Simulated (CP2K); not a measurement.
# GeH3Cl (chlorogermane) at GFN1-xTB

What is the energy change on altering one bond length of GeH3Cl (chlorogermane) at GFN1-xTB? 

The calculation is run with CP2K 2026.2.

**1. Starting point**

GeH3Cl: 5 atoms, total charge 0, spin state singlet. SMILES: `[Cl][GeH3]`. The coordinates come from a PBE0-D4/def2-TZVP relaxation.

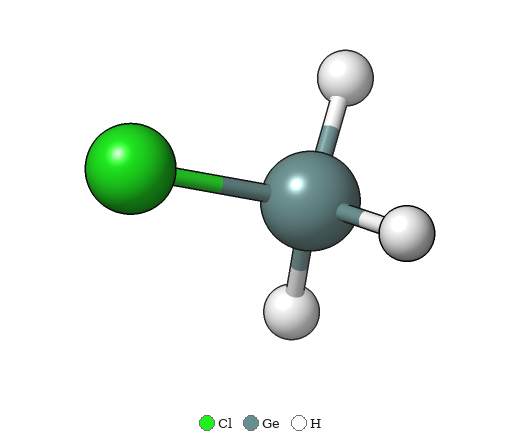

The structure, seen from a chosen angle (chlorine green, germanium teal, hydrogen white).

**2. A single-point energy at GFN1-xTB**

molecule.xyz reads:

```xyz
5

Cl    -1.875800    -0.025100     0.641300
Ge     0.161800    -0.013900    -0.060600
H      0.160400     0.656200    -1.438100
H      0.619000    -1.473700    -0.140600
H      0.984500     0.782900     0.956700
```

mol.inp reads:

```
&GLOBAL
 PROJECT_NAME mol
 RUN_TYPE ENERGY
 PRINT_LEVEL MEDIUM
&END GLOBAL

&FORCE_EVAL
 METHOD QS
 &DFT
  &QS
   METHOD XTB
   EPS_DEFAULT 1.0E-10
   &XTB
    GFN_TYPE 1
    CHECK_ATOMIC_CHARGES F
   &END XTB
  &END QS
  &POISSON
   PERIODIC NONE
   POISSON_SOLVER ANALYTIC
  &END POISSON
  &SCF
   SCF_GUESS ATOMIC
   EPS_SCF 1.0E-06
   MAX_SCF 30
   &OT
    MINIMIZER DIIS
    PRECONDITIONER FULL_SINGLE_INVERSE
   &END OT
   &OUTER_SCF
    EPS_SCF 1.0E-06
    MAX_SCF 10
   &END OUTER_SCF
  &END SCF
  &PRINT
   &MOMENTS
    PERIODIC F
    REFERENCE COM
    MAX_MOMENT 1
   &END MOMENTS
   &MO_CUBES
    NLUMO 5
    NHOMO -1
    WRITE_CUBE F
   &END MO_CUBES
   &HIRSHFELD OFF
   &END HIRSHFELD
  &END PRINT
 &END DFT
 &SUBSYS
  &CELL
   ABC 18.9 18.3 18.4
   PERIODIC NONE
  &END CELL
  &TOPOLOGY
   COORD_FILE_NAME molecule.xyz
   COORD_FILE_FORMAT XYZ
   &CENTER_COORDINATES
   &END CENTER_COORDINATES
  &END TOPOLOGY
 &END SUBSYS
&END FORCE_EVAL
```

Started as:

```
OMP_NUM_THREADS=1 cp2k.psmp mol.inp > mol.out
```

The program printed:

```text
CP2K| version string:                                       CP2K version 2026.2
[...]
 GLOBAL| Method name                                                        CP2K
[...]
 GLOBAL| Run type                                                         ENERGY
[...]
                             - Atoms:                                          5
[...]
                             - Spherical basis functions:                     24
[...]
 Number of electrons:                                                         14
[...]
     1 OT DIIS     0.80E-01    0.0     0.22850315        -7.4537497791 -7.45E+00
[...]
    17 OT DIIS     0.80E-01    0.0     0.00000064        -7.5877412062 -1.97E-11
  *** SCF run converged in    17 steps ***
[...]
 TB_DIPOLE| Moment [Debye]          0.51976498       0.00278746      -0.17919613
 TB_DIPOLE| Derivative [a.u.]       0.00000000       0.00000000       0.00000000
[...]
 ENERGY| Total FORCE_EVAL ( QS ) energy [hartree]             -7.587741206189999
[...]
```

It took 0.34 s on 1 thread of Arm Neoverse V2, shared host.

**3. The distorted shape at the same level**

molecule.xyz reads:

```xyz
5

Cl    -2.863033    -0.981253    -0.579451
Ge    -0.825433    -0.970053    -1.281351
H     -0.826833    -0.299953    -2.658851
H     -0.368233    -2.429853    -1.361351
H      0.984500     0.782900     0.956700
```

job.inp reads:

```
&force_eval
    method QS
    &dft
        ! Quickstep
        &qs
            method XTB
            eps_default 1.0E-10
            &xtb
                gfn_type 1
                check_atomic_charges F
            &end xtb
        &end qs
        &poisson
            periodic NONE
            poisson_solver ANALYTIC
        &end poisson
        &scf
            scf_guess ATOMIC
            eps_scf 1.0E-06
            max_scf 30
            &ot
                minimizer DIIS
                preconditioner FULL_SINGLE_INVERSE
            &end ot
            &outer_scf
                eps_scf 1.0E-06
                max_scf 10
            &end outer_scf
        &end scf
        ! extra output
        &print
            &moments
                periodic F
                reference COM
                max_moment 1
            &end moments
            &mo_cubes
                nlumo 5
                nhomo -1
                write_cube F
            &end mo_cubes
            &hirshfeld OFF
            &end hirshfeld
        &end print
    &end dft
    ! structure
    &subsys
        ! vacuum box
        &cell
            abc 19.8 19.2 19.6
            periodic NONE
        &end cell
        &topology
            coord_file_name molecule.xyz
            coord_file_format XYZ
            &center_coordinates
            &end center_coordinates
        &end topology
    &end subsys
&end force_eval

&global
    project_name job
    run_type ENERGY
    print_level MEDIUM
&end global
```

Started as:

```
OMP_NUM_THREADS=1 cp2k.psmp -i job.inp > job.out 2>&1
```

The program printed:

```text
CP2K| version string:                                       CP2K version 2026.2
[...]
 GLOBAL| Method name                                                        CP2K
[...]
 GLOBAL| Run type                                                         ENERGY
[...]
 GENERATE| WARNING:: No connections detected for Hydrogen - Atom Nr:         5 !
 GENERATE|  Preliminary Number of Bonds generated:                             0
 GENERATE|  Achieved consistency in connectivity generation.
[...]
                             - Atoms:                                          5
[...]
                             - Spherical basis functions:                     24
[...]
 Number of electrons:                                                         14
[...]
     1 OT DIIS     0.80E-01    0.0     0.36528481        -7.1059670071 -7.11E+00
[...]
     5 OT DIIS     0.80E-01    0.0     0.00000034        -7.4495496143 -3.13E-11
  *** SCF run converged in     5 steps ***
[...]
 TB_DIPOLE| Moment [Debye]         -0.52197612      -1.13272542      -1.67509052
 TB_DIPOLE| Derivative [a.u.]       0.00000000       0.00000000       0.00000000
[...]
 ENERGY| Total FORCE_EVAL ( QS ) energy [hartree]             -7.449549614313905
[...]
```

It took 0.42 s on 1 thread of Arm Neoverse V2, shared host.

**4. What came out**

At GFN1-xTB:

| quantity | value |
| --- | --- |
| first shape: total energy | -7.58774 Eh |
| first shape: dipole moment (from atomic charges alone) | 0.55 D |
| first shape: HOMO energy | -12.80 eV |
| first shape: dispersion energy | -2.89 kJ/mol |
| distorted shape: total energy | -7.44955 Eh |
| distorted shape: dipole moment (from atomic charges alone) | 2.09 D |
| distorted shape: HOMO energy | -10.44 eV |
| distorted shape: dispersion energy | -3.05 kJ/mol |
| energy change with the Ge2–H5 bond stretched from 1.532 to 3.370 Å | 3.760 eV |

In words: One bond (distorted shape) is far stretched, which a spin-restricted single reference describes badly. With the Ge2–H5 bond stretched from 1.532 to 3.370 Å the energy rises by 3.76 eV (363 kJ/mol). The first shape isn't relaxed at this level, so the change isn't measured from a minimum. A restricted reference can't describe the breaking bond well at this length. The dipole (first shape) comes from point charges on the atoms alone, without atomic dipoles, so it is partial. The dipole (distorted shape) comes from point charges on the atoms alone, without atomic dipoles, so it is partial.
